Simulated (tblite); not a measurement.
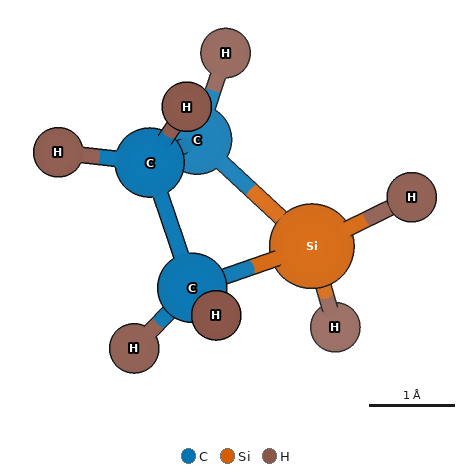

Fig. 1: The starting structure (ball-and-stick view, seen at a tilt).

## Run report: C3H8Si, geometry relaxation

The run: geometry relaxation of C3H8Si. Method and program: GFN2-xTB geometry optimisation, gas phase (tblite 0.8.0).

## Input file
```
{"job": {"xc": "GFN2-xTB", "basis": "xTB", "kind": "relax"}, "charge": 0, "multiplicity": 1}
C      0.285100    -1.021000     0.334000
C     -1.079300    -0.445000    -0.213500
Si    -0.346400     1.282800     0.023700
C      1.155100     0.173200    -0.187100
H      0.549100    -1.995000    -0.078900
H      0.293000    -1.141700     1.426300
H     -1.276000    -0.689700    -1.254900
H     -1.945200    -0.681700     0.406900
H     -0.595600     2.217300    -1.106500
H     -0.525600     1.830300     1.396600
H      1.473200     0.064700    -1.221800
H      2.013600     0.405200     0.449100
```

The first line tells a small driver script what to run in tblite; the rest is the geometry in Å.

Hardware: 1 CPU thread, shared host.

Launched with:
```bash
OMP_NUM_THREADS=1 python <driver script> task.json out
```

## Output
```
step      E/eV     max force
  0    -331.63670    1.274
  1    -331.71198    0.717
  2    -331.75680    0.515
  3    -331.78531    0.447
  4    -331.80277    0.299
  5    -331.81074    0.243
  6    -331.81823    0.224
  7    -331.82504    0.264
  8    -331.82983    0.152
  9    -331.83254    0.143
 10    -331.83436    0.118
 11    -331.83613    0.129
 12    -331.83791    0.146
 13    -331.83960    0.136
 14    -331.84142    0.128
 15    -331.84349    0.137
 16    -331.84539    0.133
 17    -331.84671    0.122
 18    -331.84770    0.100
 19    -331.84886    0.103
 20    -331.85072    0.192
 21    -331.85367    0.253
 22    -331.85764    0.232
 23    -331.86167    0.169
 24    -331.86508    0.168
 25    -331.86840    0.146
 26    -331.87172    0.181
 27    -331.87421    0.128
 28    -331.87557    0.089
 29    -331.87636    0.068
 30    -331.87704    0.073
 31    -331.87768    0.062
 32    -331.87811    0.070
 33    -331.87847    0.036
 34    -331.87865    0.026
 35    -331.87879    0.038
 36    -331.87893    0.033
 37    -331.87899    0.017
 38    -331.87902    0.013
 39    -331.87904    0.013
 40    -331.87906    0.015
 41    -331.87907    0.009
 42    -331.87908    0.007
 43    -331.87908    0.007
 44    -331.87909    0.010
 45    -331.87910    0.013
 46    -331.87912    0.012
 47    -331.87912    0.006
 48    -331.87913    0.003
 49    -331.87913    0.003
```

## Trajectory as extended XYZ (Å, eV, eV/Å), 12 frames, from step=0 to step=49
```
12
Properties=species:S:1:pos:R:3:forces:R:3 step=0 energy=-331.63670
C     0.2851   -1.0210    0.3340   -0.3630   0.2470  -1.1960
C    -1.0793   -0.4450   -0.2135    0.2470  -0.2440   1.1890
Si   -0.3464    1.2828    0.0237   -0.4980   1.0730  -0.4680
C     1.1551    0.1732   -0.1871    0.3150  -0.3890   1.1690
H     0.5491   -1.9950   -0.0789    0.0450   0.0130  -0.1430
H     0.2930   -1.1417    1.4263   -0.0540   0.4030  -0.3900
H    -1.2760   -0.6897   -1.2549    0.1000  -0.2140   0.2190
H    -1.9452   -0.6817    0.4069    0.0320  -0.2830  -0.2570
H    -0.5956    2.2173   -1.1065    0.0230  -0.0540   0.4480
H    -0.5256    1.8303    1.3966    0.0520  -0.0970  -0.4920
H     1.4732    0.0647   -1.2218    0.0110  -0.2160   0.2010
H     2.0136    0.4052    0.4491    0.0910  -0.2400  -0.2800
12
Properties=species:S:1:pos:R:3:forces:R:3 step=4 energy=-331.80277
C     0.2745   -1.0172    0.2911    0.0710   0.0310   0.1020
C    -1.0725   -0.4425   -0.1688   -0.1510   0.0130  -0.0760
Si   -0.3635    1.3174   -0.0014    0.1200  -0.2220  -0.0380
C     1.1537    0.1668   -0.1421    0.0740   0.1440  -0.0840
H     0.5509   -1.9941   -0.1057   -0.0310   0.0550  -0.2070
H     0.2865   -1.1034    1.3732   -0.0030  -0.0170   0.1950
H    -1.2625   -0.7031   -1.2074   -0.0290  -0.0460  -0.0460
H    -1.9513   -0.7205    0.4018    0.0080  -0.1820   0.1380
H    -0.6015    2.2405   -1.0905   -0.0760   0.2730  -0.0950
H    -0.5240    1.8318    1.3549   -0.0430   0.1640  -0.0100
H     1.4691    0.0472   -1.1777    0.0390  -0.0240   0.0060
H     2.0420    0.3764    0.4465    0.0210  -0.1910   0.1130
12
Properties=species:S:1:pos:R:3:forces:R:3 step=8 energy=-331.82983
C     0.2765   -1.0109    0.2946   -0.0590   0.0010  -0.0310
C    -1.0845   -0.4467   -0.1632    0.0930  -0.0210   0.0200
Si   -0.3597    1.3156   -0.0189   -0.0820   0.1270  -0.0160
C     1.1634    0.1735   -0.1371   -0.0410  -0.1180   0.0220
H     0.5450   -1.9756   -0.1442   -0.0120   0.0870   0.0610
H     0.2861   -1.0990    1.3823    0.0410  -0.1170  -0.0630
H    -1.2673   -0.7172   -1.2021   -0.0710  -0.0340   0.0150
H    -1.9476   -0.7619    0.4226    0.1120   0.0340  -0.0120
H    -0.6140    2.2855   -1.0896    0.0140  -0.0480   0.1140
H    -0.5305    1.8610    1.3323   -0.0140   0.0770  -0.0980
H     1.4799    0.0385   -1.1690    0.0880   0.0130  -0.0310
H     2.0538    0.3365    0.4664   -0.0690  -0.0020   0.0190
12
Properties=species:S:1:pos:R:3:forces:R:3 step=13 energy=-331.83960
C     0.2740   -1.0114    0.2890    0.0430  -0.0550  -0.0410
C    -1.0802   -0.4458   -0.1634   -0.0350  -0.0520   0.0240
Si   -0.3635    1.3187   -0.0256    0.0320   0.0090  -0.0050
C     1.1601    0.1684   -0.1374    0.0470   0.0240   0.0200
H     0.5432   -1.9675   -0.1532    0.0200  -0.1040  -0.0860
H     0.2946   -1.1267    1.3726   -0.0060  -0.0030   0.0040
H    -1.2854   -0.7300   -1.1936   -0.0200   0.0030  -0.0340
H    -1.9259   -0.7663    0.4351   -0.0880   0.0440   0.0850
H    -0.6184    2.3007   -1.0735   -0.0050   0.0110  -0.0530
H    -0.5388    1.8982    1.3055   -0.0140   0.0470   0.0220
H     1.5029    0.0377   -1.1631    0.0100   0.0080   0.0040
H     2.0386    0.3234    0.4815    0.0150   0.0680   0.0600
12
Properties=species:S:1:pos:R:3:forces:R:3 step=17 energy=-331.84671
C     0.2806   -1.0279    0.2722   -0.0360   0.0030   0.0210
C    -1.0823   -0.4529   -0.1581    0.0170   0.0010   0.0270
Si   -0.3610    1.3182   -0.0304   -0.0350  -0.0070  -0.0130
C     1.1640    0.1670   -0.1325   -0.0010  -0.0610   0.0340
H     0.5475   -1.9859   -0.1804   -0.0160   0.1030  -0.0640
H     0.3027   -1.1571    1.3548    0.0110  -0.0180  -0.0010
H    -1.3094   -0.7398   -1.1850   -0.0350   0.0260   0.0440
H    -1.9230   -0.7525    0.4643    0.0230   0.0140  -0.0090
H    -0.6221    2.3115   -1.0721    0.0210  -0.0730  -0.0490
H    -0.5494    1.9439    1.2831    0.0140  -0.0470  -0.0150
H     1.5286    0.0413   -1.1511    0.0240   0.0420   0.0090
H     2.0251    0.3336    0.5093    0.0120   0.0180   0.0170
12
Properties=species:S:1:pos:R:3:forces:R:3 step=22 energy=-331.85764
C     0.2808   -1.0433    0.2561    0.0750   0.0790  -0.0560
C    -1.0865   -0.4545   -0.1352   -0.0600   0.0440  -0.0210
Si   -0.3634    1.3090   -0.0450    0.0880   0.0910   0.0230
C     1.1701    0.1607   -0.1080   -0.0140   0.2280  -0.0400
H     0.5434   -1.9608   -0.2699   -0.0180  -0.0440   0.0540
H     0.3209   -1.2223    1.3309    0.0050  -0.0860  -0.0610
H    -1.3683   -0.7399   -1.1465    0.0180  -0.0360  -0.0380
H    -1.9123   -0.7270    0.5139   -0.0190  -0.0520   0.0960
H    -0.6134    2.2752   -1.1123    0.0100  -0.0540  -0.0810
H    -0.5563    1.9793    1.2423   -0.0010  -0.0260   0.0440
H     1.5800    0.0700   -1.1148   -0.0260  -0.0520   0.0580
H     2.0061    0.3530    0.5625   -0.0580  -0.0920   0.0210
12
Properties=species:S:1:pos:R:3:forces:R:3 step=26 energy=-331.87172
C     0.2884   -1.0475    0.2146   -0.0850  -0.0270  -0.0100
C    -1.1007   -0.4449   -0.1007    0.0370  -0.0130   0.0140
Si   -0.3580    1.3170   -0.0660   -0.1050   0.0160  -0.0060
C     1.1741    0.1857   -0.0743    0.0150  -0.1780   0.0280
H     0.5324   -1.9198   -0.3949    0.0090   0.0520   0.0200
H     0.3537   -1.3462    1.2631    0.0060   0.0670  -0.0810
H    -1.4578   -0.7514   -1.0838    0.0430   0.0140   0.0220
H    -1.8838   -0.7022    0.6122    0.1060   0.0060   0.0000
H    -0.5982    2.2107   -1.1936    0.0060   0.0090  -0.0960
H    -0.5692    2.0387    1.1841   -0.0140   0.0480   0.1100
H     1.6604    0.1032   -1.0430   -0.0050   0.0140  -0.0700
H     1.9601    0.3562    0.6564   -0.0110  -0.0080   0.0690
12
Properties=species:S:1:pos:R:3:forces:R:3 step=31 energy=-331.87768
C     0.2862   -1.0554    0.1852    0.0400   0.0390  -0.0180
C    -1.1030   -0.4389   -0.0784    0.0160  -0.0310   0.0040
Si   -0.3646    1.3228   -0.0779    0.0540   0.0200   0.0230
C     1.1746    0.1841   -0.0512   -0.0170   0.0510  -0.0070
H     0.5249   -1.8859   -0.4776   -0.0080  -0.0310  -0.0130
H     0.3733   -1.4104    1.2109   -0.0130   0.0100   0.0120
H    -1.5073   -0.7543   -1.0370   -0.0140   0.0050  -0.0480
H    -1.8449   -0.6867    0.6754   -0.0200  -0.0060   0.0480
H    -0.5857    2.1643   -1.2570    0.0100  -0.0330   0.0360
H    -0.5798    2.0819    1.1583   -0.0060  -0.0040  -0.0450
H     1.7064    0.1272   -0.9996   -0.0170   0.0030   0.0040
H     1.9212    0.3506    0.7228   -0.0250  -0.0220   0.0020
12
Properties=species:S:1:pos:R:3:forces:R:3 step=35 energy=-331.87879
C     0.2896   -1.0588    0.1673   -0.0170   0.0000  -0.0020
C    -1.1039   -0.4391   -0.0664   -0.0100   0.0100  -0.0020
Si   -0.3622    1.3242   -0.0829   -0.0100  -0.0360  -0.0040
C     1.1744    0.1880   -0.0397    0.0100  -0.0180   0.0010
H     0.5201   -1.8707   -0.5227    0.0010   0.0130   0.0090
H     0.3831   -1.4454    1.1817    0.0030   0.0060  -0.0080
H    -1.5374   -0.7560   -1.0132   -0.0020   0.0110   0.0070
H    -1.8243   -0.6783    0.7126   -0.0010  -0.0060  -0.0030
H    -0.5787    2.1391   -1.2793    0.0080  -0.0080   0.0070
H    -0.5873    2.1100    1.1317   -0.0060   0.0100  -0.0040
H     1.7317    0.1409   -0.9727    0.0040   0.0150  -0.0140
H     1.8964    0.3454    0.7575    0.0200   0.0040   0.0120
12
Properties=species:S:1:pos:R:3:forces:R:3 step=40 energy=-331.87906
C     0.2895   -1.0608    0.1566    0.0050   0.0020   0.0020
C    -1.1063   -0.4382   -0.0577    0.0050  -0.0100   0.0040
Si   -0.3624    1.3218   -0.0866    0.0040   0.0140   0.0030
C     1.1761    0.1885   -0.0310   -0.0010   0.0010   0.0030
H     0.5167   -1.8571   -0.5516   -0.0010   0.0000   0.0010
H     0.3900   -1.4681    1.1618   -0.0010  -0.0030  -0.0020
H    -1.5581   -0.7555   -0.9954   -0.0020   0.0000  -0.0050
H    -1.8129   -0.6745    0.7346   -0.0050  -0.0020   0.0010
H    -0.5727    2.1207   -1.2946    0.0040  -0.0030  -0.0010
H    -0.5927    2.1275    1.1138   -0.0050   0.0040   0.0010
H     1.7489    0.1522   -0.9556   -0.0030  -0.0010   0.0010
H     1.8851    0.3428    0.7795    0.0010  -0.0020  -0.0070
12
Properties=species:S:1:pos:R:3:forces:R:3 step=44 energy=-331.87909
C     0.2899   -1.0610    0.1548   -0.0040  -0.0020  -0.0010
C    -1.1063   -0.4385   -0.0558   -0.0030   0.0090  -0.0010
Si   -0.3622    1.3226   -0.0864   -0.0030  -0.0080   0.0020
C     1.1760    0.1889   -0.0292   -0.0010   0.0020  -0.0010
H     0.5160   -1.8545   -0.5568    0.0020  -0.0020  -0.0040
H     0.3913   -1.4731    1.1579    0.0020  -0.0020   0.0040
H    -1.5618   -0.7553   -0.9921    0.0060   0.0010   0.0020
H    -1.8111   -0.6743    0.7384    0.0020   0.0000   0.0000
H    -0.5704    2.1166   -1.2980    0.0030   0.0000   0.0000
H    -0.5950    2.1320    1.1111   -0.0030   0.0030  -0.0010
H     1.7512    0.1542   -0.9523   -0.0040  -0.0010  -0.0040
H     1.8835    0.3418    0.7825    0.0040   0.0010   0.0040
12
Properties=species:S:1:pos:R:3:forces:R:3 step=49 energy=-331.87913
C     0.2897   -1.0608    0.1577    0.0010   0.0000   0.0000
C    -1.1060   -0.4384   -0.0570    0.0010  -0.0010   0.0010
Si   -0.3624    1.3225   -0.0836    0.0000   0.0010  -0.0010
C     1.1758    0.1886   -0.0306    0.0000   0.0000   0.0010
H     0.5168   -1.8570   -0.5507    0.0000  -0.0020   0.0010
H     0.3901   -1.4685    1.1627    0.0000   0.0000   0.0000
H    -1.5558   -0.7540   -0.9964   -0.0020   0.0010  -0.0010
H    -1.8144   -0.6766    0.7332    0.0000   0.0000   0.0010
H    -0.5684    2.1186   -1.2941    0.0010   0.0010  -0.0010
H    -0.5972    2.1309    1.1143   -0.0010  -0.0010  -0.0010
H     1.7444    0.1523   -0.9579    0.0000   0.0030   0.0000
H     1.8887    0.3416    0.7764    0.0000  -0.0020   0.0000
```

## Results in brief

| quantity | value |
| --- | --- |
| outcome | converged |
| total energy | −331.8791 eV |
| peak memory | 0.18 GiB |
